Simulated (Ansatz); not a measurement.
Consider RbTcF3 (cubic perovskite) (Pm-3m).

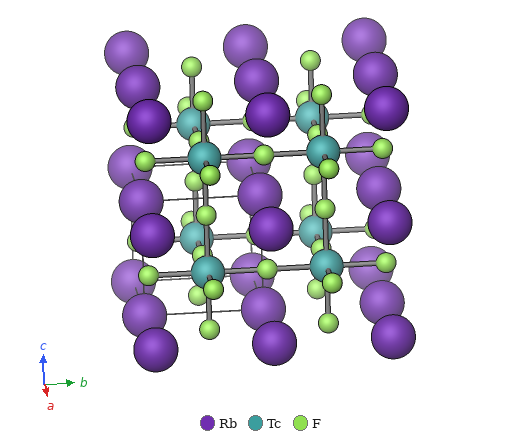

The structure (rubidium purple, technetium teal, fluorine green). 2×2×2 cells are drawn. Some periodic images of atoms are drawn too.

The structure was built from a prototype and need not be the compound's stable phase.

```
Rb Tc F
1.0
     0.00000   -4.18826    0.00000
     0.00000    0.00000    4.18826
    -4.18826    0.00000    0.00000
Rb Tc F
1 1 3
Direct
  0.00000 0.00000 0.00000
  0.50000 0.50000 0.50000
  0.50000 0.50000 0.00000
  0.50000 0.00000 0.50000
  0.00000 0.50000 0.50000
```

The structure was relaxed with PBEsol. The structure type comes from a generator and need not be one that this composition takes. The structure was generated from a model, not taken from a measurement. The runs that relaxed it are not among those shown. The program's search for lower electronic states was switched off, so nothing shows that the state found is the lowest. PAW set soft_2, made with PBE.

A constrained-RPA run (Ansatz 0.2.0; non-magnetic PBEsol; Tc d + anion p, bands v12 to c2, 4×4×4 mesh, medium accuracy) builds 14 functions on bands 13 eV wide, with 23.0 electrons in the window. The bare on-site interaction is 15.3 eV and the bare J 0.59 eV.

**Question.** What U and J survive the screening?

On the Tc d shell, U = 7.38 eV (48 % of the bare value), U′ = 6.46 eV, J = 0.45 eV.

The parent state is non-magnetic and the interaction static (zero frequency); U depends on the window and the orbitals, so it belongs to this model alone. A window that holds the anion p bands defines a model with explicit ligands; its U belongs to that model and is not the U of DFT+U.

[Paths, hosts, dates, memory and timing lines, banners, echoed tables and standing remarks are left out of the program output.]

[Logs are printed without paths, hosts, clocks, repeated set-up lines and the standing remarks that a program may print on its own settings, such as how far it seeks lower states.]

[Runs of the session that timed out or met a known fault of the program may be left out.]

[Hosts, paths, dates, database ids (printed as entryN), source tags and the programs' standing remarks are cut or masked in the printed files.]
